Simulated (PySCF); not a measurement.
HfF (doublet)

```yaml
atoms:
  - { symbol: Hf, position_ang: [0.0000, 0.0000, -0.1782] }
  - { symbol: F, position_ang: [0.0000, 0.0000, 1.6878] }
```

Core potentials replace the inner electrons of Hf.

Theory: PySCF 2.14.0, PBE0/cc-pVDZ(-PP), non-relativistic Hamiltonian with scalar-relativistic core potentials where named, at a bond length of 1.866 Å.

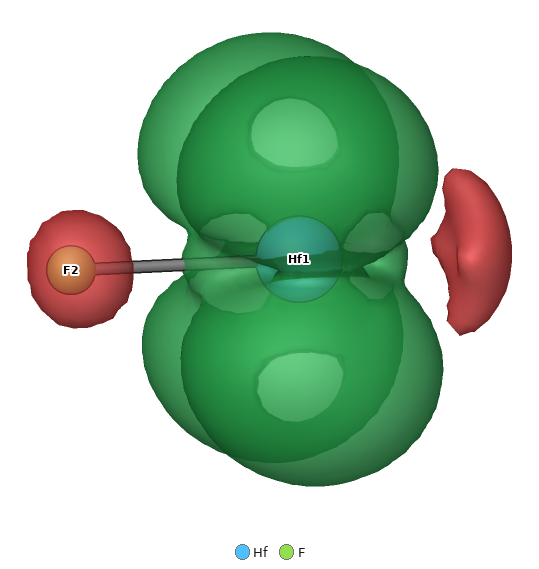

Figure 1. Isosurfaces of the spin density (α minus β) at +0.015 (green) and −0.015 e/Å³ (red), seen from one side.

### Describe the spin distribution.

The unpaired spin (1 electron) lies mostly on Hf1 (about 1.0), in electrons by Hirshfeld's partition.

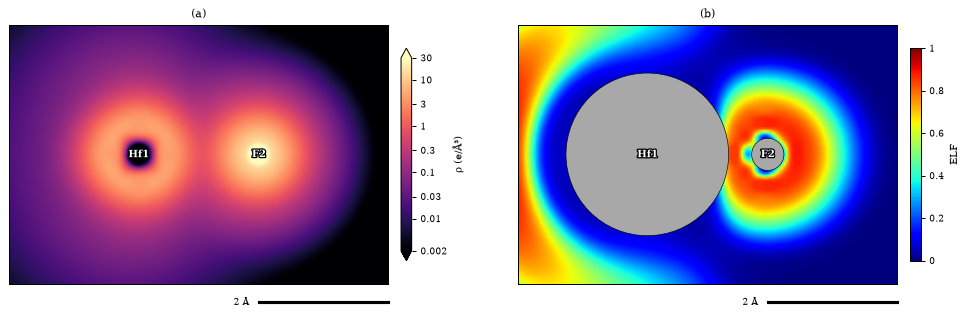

Figure 2. (a) electron density; (b) ELF on a plane that holds the molecular axis. Grey discs cover the atomic cores in the ELF map.

### Interpret the plot.

- Atoms in the plane: Hf and F.
- Hf–F (1.87 Å): ρ is about 0.95 e/Å³ halfway; the ELF peaks at about 0.85 in the valence shell of F, 0.6 Å from its nucleus, and drops to about 0.20 between the two atoms.

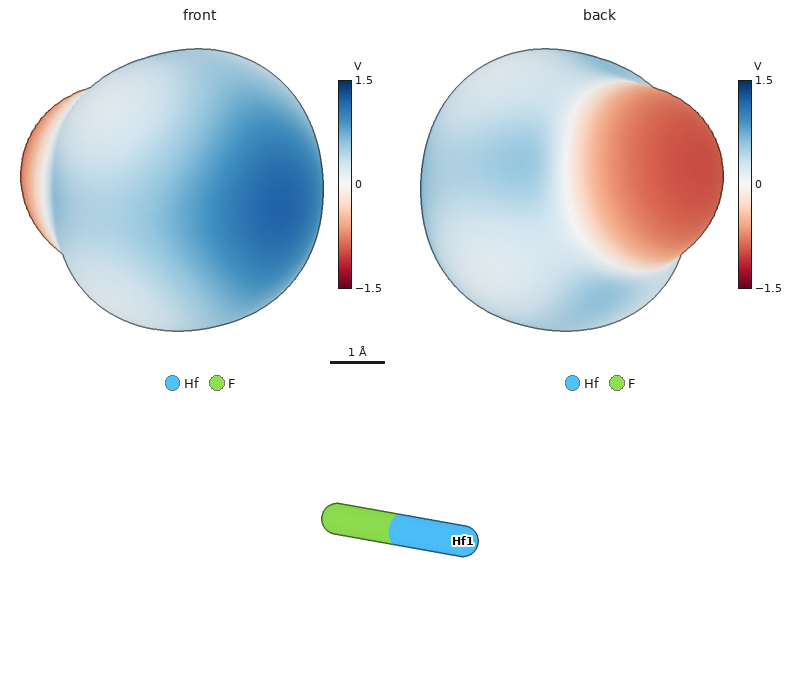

Figure 3. The electrostatic potential painted on the density surface at 0.001 e/bohr³, seen from the front and from behind; red is negative and blue positive. The bare structure is drawn below in the same view.

### Describe the electrostatic potential map.

The most negative region (about −1.0 V, or −23 kcal/mol for a unit charge) lies over F2, the most positive (about +1.2 V, or +28 kcal/mol for a unit charge) over Hf1.
